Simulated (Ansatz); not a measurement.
Run report: C2H10OSi2, nudged elastic band (part 1 of 2)

- system: C2H10OSi2
- method: RKS PBE/STO-3G (Ansatz 0.2.0)

It belongs to a series of runs on one base structure; here: band between the two ends. Figures and captions count atoms from 1; the log counts them from 0 in places.

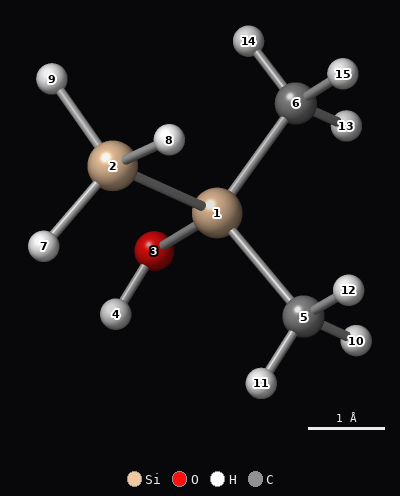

**Figure 1.** The structure as given in the input (ball-and-stick view, seen at a tilt; atoms are numbered from 1 in the order of the input). Bond lengths as drawn: C–H 1.10 Å, C–Si 1.89 to 1.90 Å, H–O 1.03 Å, H–Si 1.46 Å, O–Si 1.74 Å and Si–Si 2.28 Å.

Summary

- outcome: converged
- barrier, forward: 3.835 eV
- barrier, backward: 1.515 eV
- hardware: 1 thread of Intel Xeon (Sapphire Rapids), 192 GiB of memory available, shared host
- wall time: 22 min
- peak memory: 0.12 GiB

Notes

The order of the saddle point was not checked.

Input
```yaml
crystal:
  periodic: [false, false, false]
  atoms:
    - { symbol: Si, position_ang: [-0.279927, -0.033024, -0.285129] }
    - { symbol: Si, position_ang: [1.660706, -1.21626, -0.075953] }
    - { symbol: O, position_ang: [-1.142407, -0.358172, -1.758258] }
    - { symbol: H, position_ang: [-0.483524, -0.026438, -2.484098] }
    - { symbol: C, position_ang: [0.111319, 1.818996, -0.138536] }
    - { symbol: C, position_ang: [-1.505442, -0.511135, 1.066646] }
    - { symbol: H, position_ang: [2.56398, -0.969137, -1.191566] }
    - { symbol: H, position_ang: [2.373041, -0.85234, 1.141268] }
    - { symbol: H, position_ang: [1.420544, -2.651202, -0.027404] }
    - { symbol: H, position_ang: [-0.805503, 2.4272, -0.21791] }
    - { symbol: H, position_ang: [0.807356, 2.158833, -0.924245] }
    - { symbol: H, position_ang: [0.577449, 2.04446, 0.835726] }
    - { symbol: H, position_ang: [-2.44486, 0.059343, 0.968706] }
    - { symbol: H, position_ang: [-1.75969, -1.583796, 1.020837] }
    - { symbol: H, position_ang: [-1.093141, -0.307326, 2.069815] }
basis:
  gaussian: { orbitals: STO-3G }
hamiltonian:
  xc: pbe
neb:
  order_check: false
  images: 9
  f_tol: 0.03
  max_iterations: 53
  final_atoms:
    - { symbol: Si, position_ang: [-1.17181853, 0.55154179, -0.55620126] }
    - { symbol: Si, position_ang: [2.09718268, -1.67478918, -0.46592349] }
    - { symbol: O, position_ang: [-1.50776007, 0.09405195, -2.02793115] }
    - { symbol: H, position_ang: [0.86872794, -0.88641962, -0.56299638] }
    - { symbol: C, position_ang: [-0.15109098, 2.08465669, -0.10688367] }
    - { symbol: C, position_ang: [-1.84651024, -0.27302558, 1.01208295] }
    - { symbol: H, position_ang: [2.92556719, -1.41636562, -1.63093506] }
    - { symbol: H, position_ang: [2.81142537, -1.28915501, 0.73949345] }
    - { symbol: H, position_ang: [1.75666618, -3.08567111, -0.40280203] }
    - { symbol: H, position_ang: [-0.79278509, 2.87106162, 0.32820423] }
    - { symbol: H, position_ang: [0.34821066, 2.50819839, -0.99409003] }
    - { symbol: H, position_ang: [0.6244745, 1.8404893, 0.63948231] }
    - { symbol: H, position_ang: [-2.41071674, -1.19030002, 0.77115302] }
    - { symbol: H, position_ang: [-1.02786506, -0.54519615, 1.70210374] }
    - { symbol: H, position_ang: [-2.52380682, 0.41092455, 1.55514236] }
  initial_path:
    images:
      - { positions_ang: [[-0.279927, -0.033024, -0.285129], [1.660706, -1.21626, -0.075953], [-1.142407, -0.358172, -1.758258], [-0.483524, -0.026438, -2.484098], [0.111319, 1.818996, -0.138536], [-1.505442, -0.511135, 1.066646], [2.56398, -0.969137, -1.191566], [2.373041, -0.85234, 1.141268], [1.420544, -2.651202, -0.027404], [-0.805503, 2.4272, -0.21791], [0.807356, 2.158833, -0.924245], [0.577449, 2.04446, 0.835726], [-2.44486, 0.059343, 0.968706], [-1.75969, -1.583796, 1.020837], [-1.093141, -0.307326, 2.069815]] }
      - { positions_ang: [[-0.30013795, 0.01152679, -0.26316452], [1.66428565, -1.24504907, -0.15038157], [-1.0586888, -0.34045687, -1.7490187], [-0.31970834, -0.21321278, -2.32764538], [0.08658861, 1.86366704, -0.10210543], [-1.53913166, -0.4800902, 1.07562971], [2.54971807, -1.00549884, -1.28566919], [2.4236368, -0.92393333, 1.04366912], [1.40095441, -2.67812066, -0.11517107], [-0.82701435, 2.4689875, -0.19390802], [0.78932167, 2.20339602, -0.87658228], [0.53713317, 2.08911329, 0.87485207], [-2.484642, -0.04757056, 0.90190919], [-1.69056516, -1.52954487, 1.12789358], [-1.23184913, -0.17321145, 2.03959149]] }
      - { positions_ang: [[-0.3203489, 0.05607758, -0.24120004], [1.66786529, -1.27383814, -0.22481015], [-0.97497061, -0.32274173, -1.73977941], [-0.15589268, -0.39998757, -2.17119275], [0.06185823, 1.90833807, -0.06567486], [-1.57282131, -0.4490454, 1.08461342], [2.53545614, -1.04186068, -1.37977237], [2.47423261, -0.99552665, 0.94607024], [1.38136481, -2.70503932, -0.20293814], [-0.8485257, 2.510775, -0.16990604], [0.77128734, 2.24795904, -0.82891955], [0.49681734, 2.13376657, 0.91397813], [-2.524424, -0.15448412, 0.83511239], [-1.62144032, -1.47529374, 1.23495016], [-1.37055725, -0.03909689, 2.00936797]] }
      - { positions_ang: [[-0.34055985, 0.10062836, -0.21923556], [1.67144494, -1.30262721, -0.29923872], [-0.89125241, -0.3050266, -1.73054011], [0.00792299, -0.58676235, -2.01474013], [0.03712784, 1.95300911, -0.02924429], [-1.60651097, -0.41800061, 1.09359713], [2.52119421, -1.07822252, -1.47387556], [2.52482841, -1.06711998, 0.84847136], [1.36177522, -2.73195798, -0.29070521], [-0.87003705, 2.5525625, -0.14590406], [0.75325302, 2.29252205, -0.78125683], [0.45650152, 2.17841986, 0.9531042], [-2.564206, -0.26139768, 0.76831558], [-1.55231547, -1.4210426, 1.34200674], [-1.50926538, 0.09501766, 1.97914446]] }
      - { positions_ang: [[-0.3607708, 0.14517915, -0.19727108], [1.67502458, -1.33141628, -0.37366729], [-0.80753421, -0.28731147, -1.72130081], [0.17173865, -0.77353714, -1.8582875], [0.01239746, 1.99768014, 0.00718628], [-1.64020062, -0.38695581, 1.10258084], [2.50693227, -1.11458436, -1.56797875], [2.57542421, -1.13871331, 0.75087248], [1.34218563, -2.75887665, -0.37847228], [-0.8915484, 2.59435, -0.12190208], [0.73521869, 2.33708507, -0.73359411], [0.41618569, 2.22307314, 0.99223026], [-2.603988, -0.36831124, 0.70151878], [-1.48319063, -1.36679147, 1.44906332], [-1.6479735, 0.22913221, 1.94892095]] }
      - { positions_ang: [[-0.38098176, 0.18972994, -0.1753066], [1.67860423, -1.36020535, -0.44809586], [-0.72381602, -0.26959634, -1.71206151], [0.33555431, -0.96031192, -1.70183488], [-0.01233293, 2.04235118, 0.04361685], [-1.67389028, -0.35591101, 1.11156455], [2.49267034, -1.1509462, -1.66208193], [2.62602002, -1.21030664, 0.6532736], [1.32259603, -2.78579531, -0.46623935], [-0.91305975, 2.6361375, -0.0979001], [0.71718436, 2.38164809, -0.68593138], [0.37586986, 2.26772643, 1.03135633], [-2.64377, -0.4752248, 0.63472197], [-1.41406579, -1.31254034, 1.5561199], [-1.78668163, 0.36324677, 1.91869744]] }
      - { positions_ang: [[-0.53914911, 0.26209231, -0.25148553], [1.76231992, -1.42312212, -0.45166139], [-0.88060483, -0.19686668, -1.77523544], [0.44218904, -0.94553346, -1.47406718], [-0.04008454, 2.05081228, 0.01351674], [-1.70841427, -0.33933393, 1.09166823], [2.57924971, -1.20403008, -1.65585256], [2.66310109, -1.22607631, 0.67051757], [1.40941006, -2.84577047, -0.45355188], [-0.88900482, 2.68312232, -0.01267923], [0.64338962, 2.40695815, -0.74756311], [0.42559079, 2.182279, 0.95298153], [-2.59715935, -0.61823984, 0.66200818], [-1.33682564, -1.1590715, 1.58531667], [-1.93410667, 0.37278232, 1.84598642]] }
      - { positions_ang: [[-0.69731647, 0.33445468, -0.32766446], [1.84603561, -1.48603888, -0.45522692], [-1.03739364, -0.12413702, -1.83840937], [0.54882376, -0.930755, -1.24629948], [-0.06783615, 2.05927338, -0.01658336], [-1.74293826, -0.32275684, 1.07177191], [2.66582908, -1.25711397, -1.64962318], [2.70018216, -1.24184598, 0.68776154], [1.49622409, -2.90574563, -0.44086442], [-0.86494989, 2.73010715, 0.07254163], [0.56959488, 2.43226821, -0.80919484], [0.47531171, 2.09683158, 0.87460672], [-2.5505487, -0.76125489, 0.68929439], [-1.2595855, -1.00560267, 1.61451343], [-2.0815317, 0.38231788, 1.77327541]] }
      - { positions_ang: [[-0.85548382, 0.40681705, -0.40384339], [1.9297513, -1.54895565, -0.45879244], [-1.19418245, -0.05140736, -1.9015833], [0.65545849, -0.91597654, -1.01853178], [-0.09558776, 2.06773448, -0.04668346], [-1.77746225, -0.30617975, 1.05187559], [2.75240845, -1.31019785, -1.64339381], [2.73726323, -1.25761566, 0.70500551], [1.58303812, -2.96572079, -0.42817696], [-0.84089495, 2.77709197, 0.1577625], [0.49580014, 2.45757827, -0.87082657], [0.52503264, 2.01138415, 0.79623192], [-2.50393804, -0.90426993, 0.7165806], [-1.18234535, -0.85213383, 1.6437102], [-2.22895674, 0.39185343, 1.70056439]] }
      - { positions_ang: [[-1.01365118, 0.47917942, -0.48002232], [2.01346699, -1.61187241, -0.46235797], [-1.35097126, 0.02132229, -1.96475723], [0.76209322, -0.90119808, -0.79076408], [-0.12333937, 2.07619559, -0.07678357], [-1.81198624, -0.28960266, 1.03197927], [2.83898782, -1.36328174, -1.63716443], [2.7743443, -1.27338533, 0.72224948], [1.66985215, -3.02569595, -0.41548949], [-0.81684002, 2.8240768, 0.24298337], [0.4220054, 2.48288833, -0.9324583], [0.57475357, 1.92593672, 0.71785712], [-2.45732739, -1.04728498, 0.74386681], [-1.1051052, -0.69866499, 1.67290697], [-2.37638178, 0.40138899, 1.62785338]] }
      - { positions_ang: [[-1.17181853, 0.55154179, -0.55620126], [2.09718268, -1.67478918, -0.46592349], [-1.50776007, 0.09405195, -2.02793115], [0.86872794, -0.88641962, -0.56299638], [-0.15109098, 2.08465669, -0.10688367], [-1.84651024, -0.27302558, 1.01208295], [2.92556719, -1.41636562, -1.63093506], [2.81142537, -1.28915501, 0.73949345], [1.75666618, -3.08567111, -0.40280203], [-0.79278509, 2.87106162, 0.32820423], [0.34821066, 2.50819839, -0.99409003], [0.6244745, 1.8404893, 0.63948231], [-2.41071674, -1.19030002, 0.77115302], [-1.02786506, -0.54519615, 1.70210374], [-2.52380682, 0.41092455, 1.55514236]] }
```

Launch command:
```bash
ansatz run input.yaml --threads 1 --pin off --max-ram 2048MiB --backend cpu --events-out ev --progress --plain --runs-dir out
```

The program's output
```
Engine: ansatz 0.2.0, x86_64-unknown-linux-gnu
Functional definition: PBE
  parameter kappa = 0.804
  parameter beta = 0.06672455060314922
  exchange = pbe_x(kappa = kappa, mu = beta*pi^2/3)
  correlation = pbe_c(beta = beta)
595 factors; integrals over basis functions are off by at most 1.4e-5 eV
mean field evaluation 1: about -19786.9269 eV, gradient 2.9e1 eV
mean field evaluation 2: about -19779.8296 eV, gradient 5.9e1 eV
mean field evaluation 4: about -19789.7236 eV, gradient 3.2e0 eV
mean field evaluation 8: about -19789.6424 eV, gradient 4.4e-2 eV
mean field -19789.64245561 eV, -727.2559463420 hartree, gradient 4.6e-5 eV, S^2 0.000000; 0 other end points of the search recorded, 0 dependent functions left out
the calculation of the forces begins
reference -19789.64248340 eV, -727.2559473636 hartree; 29, 29 occupied and 14, 14 virtual orbitals, 595 factors
599 factors; integrals over basis functions are off by at most 2.2e-5 eV
mean field evaluation 16: about -19780.0544 eV, gradient 4.3e1 eV
mean field -19787.32236563 eV, -727.1706846081 hartree, gradient 2.3e-5 eV, S^2 0.000000; 0 other end points of the search recorded, 0 dependent functions left out
[... from here on the field's lines of each further geometry are left out, up to the last ...]
NEB iter   1: max|band force component| = 5.731e0 eV/Å  barrier→ = 5.6543 eV  barrier← = 3.3342 eV  Δτ_max = 0.2000 Å  (296 SCF iters)
NEB iter   2: max|band force component| = 2.187e0 eV/Å  barrier→ = 4.1444 eV  barrier← = 1.8243 eV  Δτ_max = 0.1967 Å  (235 SCF iters)
NEB iter   3: max|band force component| = 3.163e0 eV/Å  barrier→ = 3.6624 eV  barrier← = 1.3423 eV  Δτ_max = 0.1013 Å  (224 SCF iters)
NEB iter   4: max|band force component| = 7.381e-1 eV/Å  barrier→ = 3.7523 eV  barrier← = 1.4322 eV  Δτ_max = 0.2000 Å  (226 SCF iters)
NEB iter   5: max|band force component| = 5.054e-1 eV/Å  barrier→ = 4.0480 eV  barrier← = 1.7279 eV  Δτ_max = 0.2000 Å  (227 SCF iters)
NEB iter   6: max|band force component| = 6.978e-1 eV/Å  barrier→ = 4.4455 eV  barrier← = 2.1254 eV  Δτ_max = 0.1005 Å  (235 SCF iters)
NEB iter   7: max|band force component| = 9.169e-1 eV/Å  barrier→ = 4.4863 eV  barrier← = 2.1662 eV  Δτ_max = 0.0501 Å  (227 SCF iters)
NEB iter   8: max|band force component| = 1.001e0 eV/Å  barrier→ = 4.3575 eV  barrier← = 2.0374 eV  Δτ_max = 0.0501 Å  (233 SCF iters)
NEB iter   9: max|band force component| = 1.519e0 eV/Å  barrier→ = 4.1824 eV  barrier← = 1.8624 eV  Δτ_max = 0.1000 Å  (227 SCF iters)
NEB iter  10: max|band force component| = 2.041e0 eV/Å  barrier→ = 3.9620 eV  barrier← = 1.6419 eV  Δτ_max = 0.0999 Å  (225 SCF iters)
NEB iter  11: max|band force component| = 2.152e0 eV/Å  barrier→ = 3.7019 eV  barrier← = 1.3818 eV  Δτ_max = 0.1009 Å  (222 SCF iters)
NEB iter  12: max|band force component| = 8.453e-1 eV/Å  barrier→ = 3.3798 eV  barrier← = 1.0598 eV  Δτ_max = 0.1988 Å  (200 SCF iters)
NEB iter  13: max|band force component| = 1.036e0 eV/Å  barrier→ = 3.0683 eV  barrier← = 0.7482 eV  Δτ_max = 0.1013 Å  (227 SCF iters)
NEB iter  14: max|band force component| = 1.433e0 eV/Å  barrier→ = 2.9584 eV  barrier← = 0.6383 eV  Δτ_max = 0.0501 Å  (214 SCF iters)
NEB iter  15: max|band force component| = 2.154e0 eV/Å  barrier→ = 2.9280 eV  barrier← = 0.6079 eV  CI = image 5  Δτ_max = 0.1007 Å  (215 SCF iters)
NEB iter  16: max|band force component| = 5.962e-1 eV/Å  barrier→ = 2.7955 eV  barrier← = 0.4754 eV  CI = image 6  Δτ_max = 0.2000 Å  (212 SCF iters)
NEB iter  17: max|band force component| = 1.696e0 eV/Å  barrier→ = 2.9051 eV  barrier← = 0.5850 eV  CI = image 5  Δτ_max = 0.1010 Å  (218 SCF iters)
NEB iter  18: max|band force component| = 6.396e-1 eV/Å  barrier→ = 2.8198 eV  barrier← = 0.4997 eV  CI = image 6  Δτ_max = 0.1993 Å  (216 SCF iters)
NEB iter  19: max|band force component| = 1.805e0 eV/Å  barrier→ = 2.9821 eV  barrier← = 0.6620 eV  CI = image 5  Δτ_max = 0.2000 Å  (220 SCF iters)
NEB iter  20: max|band force component| = 1.379e0 eV/Å  barrier→ = 2.8747 eV  barrier← = 0.5546 eV  CI = image 6  Δτ_max = 0.1991 Å  (218 SCF iters)
NEB iter  21: max|band force component| = 1.656e0 eV/Å  barrier→ = 2.7301 eV  barrier← = 0.4100 eV  CI = image 5  Δτ_max = 0.2000 Å  (220 SCF iters)
NEB iter  22: max|band force component| = 2.351e0 eV/Å  barrier→ = 2.8545 eV  barrier← = 0.5344 eV  CI = image 6  Δτ_max = 0.1987 Å  (209 SCF iters)
NEB iter  23: max|band force component| = 6.353e-1 eV/Å  barrier→ = 2.7269 eV  barrier← = 0.4068 eV  CI = image 6  Δτ_max = 0.1987 Å  (220 SCF iters)
NEB iter  24: max|band force component| = 1.344e0 eV/Å  barrier→ = 2.7820 eV  barrier← = 0.4619 eV  CI = image 5  Δτ_max = 0.2000 Å  (217 SCF iters)
NEB iter  25: max|band force component| = 1.125e0 eV/Å  barrier→ = 2.8704 eV  barrier← = 0.5503 eV  CI = image 6  Δτ_max = 0.1996 Å  (224 SCF iters)
NEB iter  26: max|band force component| = 1.448e0 eV/Å  barrier→ = 3.0307 eV  barrier← = 0.7106 eV  CI = image 6  Δτ_max = 0.1971 Å  (221 SCF iters)
NEB iter  27: max|band force component| = 1.604e0 eV/Å  barrier→ = 2.9986 eV  barrier← = 0.6785 eV  CI = image 6  Δτ_max = 0.2000 Å  (219 SCF iters)
NEB iter  28: max|band force component| = 2.069e0 eV/Å  barrier→ = 3.3568 eV  barrier← = 1.0367 eV  CI = image 6  Δτ_max = 0.1970 Å  (222 SCF iters)
NEB iter  29: max|band force component| = 2.283e0 eV/Å  barrier→ = 3.4825 eV  barrier← = 1.1624 eV  CI = image 6  Δτ_max = 0.1968 Å  (220 SCF iters)
NEB iter  30: max|band force component| = 2.431e0 eV/Å  barrier→ = 3.5962 eV  barrier← = 1.2762 eV  CI = image 6  Δτ_max = 0.2000 Å  (224 SCF iters)
NEB iter  31: max|band force component| = 2.501e0 eV/Å  barrier→ = 3.7273 eV  barrier← = 1.4073 eV  CI = image 6  Δτ_max = 0.2000 Å  (225 SCF iters)
NEB iter  32: max|band force component| = 2.630e0 eV/Å  barrier→ = 3.8318 eV  barrier← = 1.5117 eV  CI = image 6  Δτ_max = 0.2000 Å  (224 SCF iters)
NEB iter  33: max|band force component| = 2.144e0 eV/Å  barrier→ = 4.0102 eV  barrier← = 1.6901 eV  CI = image 6  Δτ_max = 0.2000 Å  (218 SCF iters)
NEB iter  34: max|band force component| = 1.099e0 eV/Å  barrier→ = 4.0261 eV  barrier← = 1.7060 eV  CI = image 6  Δτ_max = 0.1986 Å  (223 SCF iters)
NEB iter  35: max|band force component| = 6.274e-1 eV/Å  barrier→ = 3.9357 eV  barrier← = 1.6156 eV  CI = image 6  Δτ_max = 0.2000 Å  (220 SCF iters)
NEB iter  36: max|band force component| = 6.366e-1 eV/Å  barrier→ = 3.9034 eV  barrier← = 1.5833 eV  CI = image 6  Δτ_max = 0.0998 Å  (222 SCF iters)
NEB iter  37: max|band force component| = 4.221e-1 eV/Å  barrier→ = 3.8875 eV  barrier← = 1.5674 eV  CI = image 6  Δτ_max = 0.2000 Å  (221 SCF iters)
NEB iter  38: max|band force component| = 3.278e-1 eV/Å  barrier→ = 3.8619 eV  barrier← = 1.5418 eV  CI = image 6  Δτ_max = 0.1982 Å  (226 SCF iters)
NEB iter  39: max|band force component| = 2.337e-1 eV/Å  barrier→ = 3.8430 eV  barrier← = 1.5229 eV  CI = image 6  Δτ_max = 0.1235 Å  (223 SCF iters)
NEB iter  40: max|band force component| = 1.574e-1 eV/Å  barrier→ = 3.8379 eV  barrier← = 1.5178 eV  CI = image 6  Δτ_max = 0.0534 Å  (217 SCF iters)
NEB iter  41: max|band force component| = 1.190e-1 eV/Å  barrier→ = 3.8359 eV  barrier← = 1.5158 eV  CI = image 6  Δτ_max = 0.0457 Å  (208 SCF iters)
```
